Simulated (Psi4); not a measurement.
**BH4O− (SMILES [BH3-]O): PBE0/6-31G(d) (spherical functions, sweep point 8)**

What is the vertical electron affinity of BH4O− at PBE0/6-31G* (spherical functions, sweep point 8)? 

Program for the calculation: Psi4 1.11.

4 further runs of the same task are left out: 4 set aside as unsound or not needed.

### Step 1. The system as given

BH4O−: 6 atoms, total charge -1, spin state singlet. SMILES: `[BH3-]O`. The coordinates come from a GFN2-xTB relaxation.

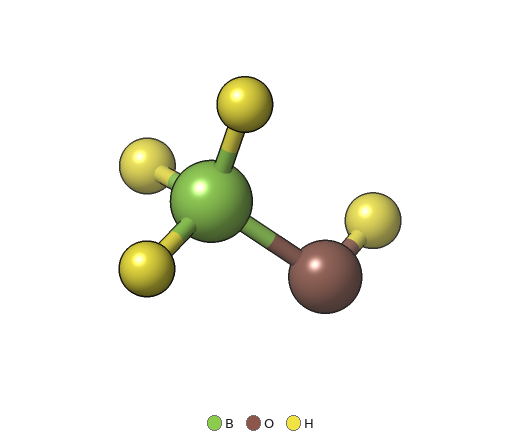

Viewed from a chosen angle; boron green, oxygen brown, hydrogen yellow.

### Step 2. A single-point energy at PBE0/6-31G(d) (spherical functions, sweep point 8)

bh4o.dat

```
memory 1.6 GB

molecule mol {
  -1 1
  B     -0.074670    -0.173680    -0.316420
  O     -0.013550     1.016190     0.603980
  H      1.062740    -0.650510    -0.499740
  H     -0.542300     0.195170    -1.379270
  H     -0.789000    -1.072510     0.169030
  H      0.356770     0.685330     1.422430
  symmetry c1
}

set basis 6-31G*
set puream true
set scf_type pk
set dft_radial_points 250
set dft_spherical_points 1202

E, wfn = energy("pbe0", return_wfn=True)
```

The run is started by

```
$ psi4 bh4o.dat bh4o.out -n 1
```

bh4o.out:

```text
[...]
  Running in c1 symmetry.
[...]
  Nuclear repulsion =   33.272252130286205
[...]
  Multiplicity = 1
[...]
  Nalpha       = 9
  Nbeta        = 9
[...]
    Number of basis functions: 36
[...]
   @RKS iter   1:  -102.13264395603639   -4.03217e-01   1.88534e-02 ADIIS/DIIS
[...]
   @RKS iter   7:  -102.36123835575485   -4.70012e-08   9.41738e-07 DIIS
[...]
    Orbital Energies [Eh]
    ---------------------
    Doubly Occupied:
       1A    -18.931331     2A     -6.479651     3A     -0.737786
       4A     -0.273446     5A     -0.192688     6A     -0.100565
       7A     -0.099558     8A     -0.034393     9A      0.006185
[...]
  @RKS Final Energy:  -102.36123835575485
   => Energetics <=
    Nuclear Repulsion Energy =             33.2722521302862049
    One-Electron Energy =                -209.8370549531802567
    Two-Electron Energy =                  85.0563600364064740
    DFT Exchange-Correlation Energy =     -10.8527955692672720
    Empirical Dispersion Energy =           0.0000000000000000
    VV10 Nonlocal Energy =                  0.0000000000000000
    Total Energy =                       -102.3612383557548497
[...]
 Multipole Moments:
 ------------------------------------------------------------------------------------
     Multipole            Electronic (a.u.)      Nuclear  (a.u.)        Total (a.u.)
 ------------------------------------------------------------------------------------
 L = 1.  Multiply by 2.5417464519 to convert [e a0] to [Debye]
 Dipole X            :          0.0007549            0.2395688            0.2403237
 Dipole Y            :          2.4863939           -1.8370673            0.6493266
 Dipole Z            :          1.5742037           -0.4962490            1.0779547
 Magnitude           :                                                    1.2811584
[...]
```

Wall time 51 s (1 thread of Intel Xeon at 2.50GHz (Skylake/Cascade Lake), shared host); peak memory 1.2 GiB.

### Step 3. Doublet [BH4O]2−, same level

bh4o.inp

```
memory 1.6 GB

molecule {
  -2 2
  B     -0.074670    -0.173680    -0.316420
  O     -0.013550     1.016190     0.603980
  H      1.062740    -0.650510    -0.499740
  H     -0.542300     0.195170    -1.379270
  H     -0.789000    -1.072510     0.169030
  H      0.356770     0.685330     1.422430
  symmetry c1
}

set {
  reference            uks
  puream               true
  scf_type             pk
  dft_radial_points    250
  dft_spherical_points 1202
  maxiter              150
}

result = energy("pbe0/6-31G*")
print_variables()
```

The run is started by

```
$ psi4 -i bh4o.inp -o bh4o.out -n 1
```

bh4o.out:

```text
[...]
  Running in c1 symmetry.
[...]
  Nuclear repulsion =   33.272252130286205
[...]
  Multiplicity = 2
[...]
  Nalpha       = 10
  Nbeta        = 9
[...]
    Number of basis functions: 36
[...]
   @UKS iter   1:  -101.53426596102980    1.95161e-01   2.44866e-02 DIIS/ADIIS
[...]
   @UKS iter  10:  -101.96417141818529   -2.16822e-09   2.11271e-07 DIIS
[...]
   @S^2 Observed:                7.514627472E-01
[...]
    Orbital Energies [Eh]
    ---------------------
    Alpha Occupied:
       1A    -18.634304     2A     -6.254864     3A     -0.451361
       4A     -0.028547     5A      0.061625     6A      0.140832
       7A      0.148099     8A      0.199459     9A      0.260711
      10A      0.480932
    Alpha Virtual:
      11A      0.621328    12A      0.650621    13A      0.653214
      14A      0.675273    15A      0.899211    16A      0.902226
      17A      1.021128    18A      1.152142    19A      1.324900
      20A      1.363262    21A      1.415340    22A      1.449949
      23A      1.504884    24A      1.512821    25A      1.632677
[...]
  @UKS Final Energy:  -101.96417141818529
   => Energetics <=
    Nuclear Repulsion Energy =             33.2722521302862049
    One-Electron Energy =                -214.0341580271364705
    Two-Electron Energy =                  89.8435470565602827
    DFT Exchange-Correlation Energy =     -11.0458125778952994
    Empirical Dispersion Energy =           0.0000000000000000
    VV10 Nonlocal Energy =                  0.0000000000000000
    Total Energy =                       -101.9641714181852876
[...]
 Multipole Moments:
 ------------------------------------------------------------------------------------
     Multipole            Electronic (a.u.)      Nuclear  (a.u.)        Total (a.u.)
 ------------------------------------------------------------------------------------
 L = 1.  Multiply by 2.5417464519 to convert [e a0] to [Debye]
 Dipole X            :         -0.5342983            0.2395688           -0.2947295
 Dipole Y            :          2.7746857           -1.8370673            0.9376184
 Dipole Z            :          0.2722735           -0.4962490           -0.2239756
 Magnitude           :                                                    1.0080471
[...]
```

Wall time 1.9 min (1 thread of Intel Xeon at 2.50GHz (Skylake/Cascade Lake), shared host); peak memory 1.2 GiB.

### Step 4. Outcome

At PBE0/6-31G* (spherical functions, sweep point 8):

| quantity | value |
| --- | --- |
| singlet BH4O−: total energy | -102.36124 Eh |
| singlet BH4O−: HOMO energy | 0.17 eV |
| singlet BH4O−: LUMO energy | 8.71 eV |
| singlet BH4O−: HOMO–LUMO gap (to an unbound level, set by the basis) | 8.54 eV |
| doublet [BH4O]2−: total energy | -101.96417 Eh |
| doublet [BH4O]2−: HOMO energy (highest over α and β) | 13.09 eV |
| doublet [BH4O]2−: LUMO energy (lowest over α and β) | 16.09 eV |
| doublet [BH4O]2−: ⟨S²⟩ | 0.751 |
| vertical electron affinity (to the doublet dianion) | -10.805 eV |

The dianion lies 10.80 eV (1042 kJ/mol) above the anion: the electron isn't bound at this level, and such a value depends on the basis. Without diffuse functions anions come out too high. The HOMO (singlet BH4O−) lies at positive energy, 0.17 eV; only total energies tell whether the electron is bound. The HOMO (doublet [BH4O]2−) lies at positive energy, 13.09 eV; only total energies tell whether the electron is bound.
